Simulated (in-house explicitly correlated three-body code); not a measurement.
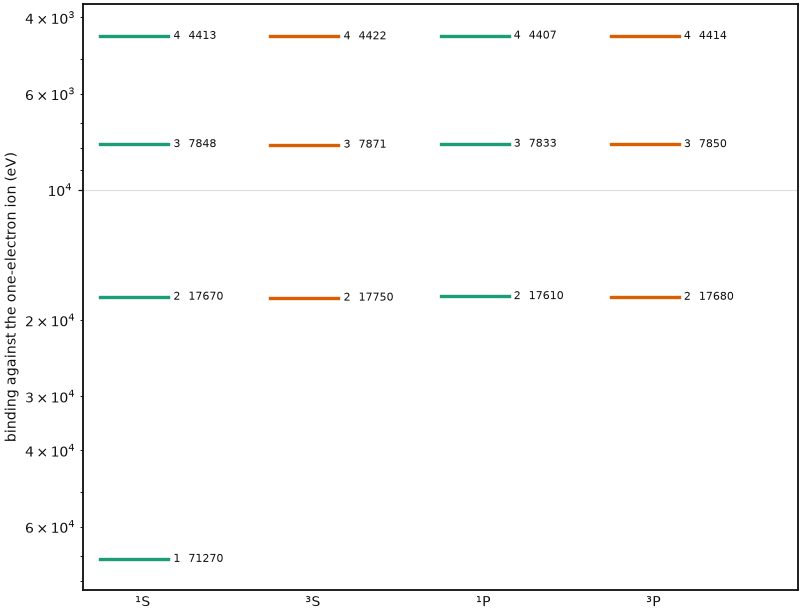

Two electrons around a point charge of unknown size. Computed variationally in 260 exponentially correlated functions with an in-house code, non-relativistic, converged to about 10⁻⁸ of the energy. The plot shows the bound S and P states that converged, by term and principal number n, on a logarithmic scale of binding.

What is the nuclear charge?

Z = 73 (tantalum). The outer electron of the excited states sees a charge of Z − 1, so they are bound by about 13.6 (Z − 1)²/n² eV. The ground state is bound by 71.27 keV. The n = 2 states drawn run, from the deepest, 2 ³S (17.75 keV), 2 ³P (17.68 keV), 2 ¹S (17.67 keV), 2 ¹P (17.61 keV). Exchange puts 2 ³S below 2 ¹S by 85.4 eV and 2 ³P below 2 ¹P by 65.5 eV. Quantum defects n − (Z − 1)/√(2 E(binding)): 2 ³S 0.007, 2 ³P 0.003, 2 ¹S 0.002, 2 ¹P −0.001.
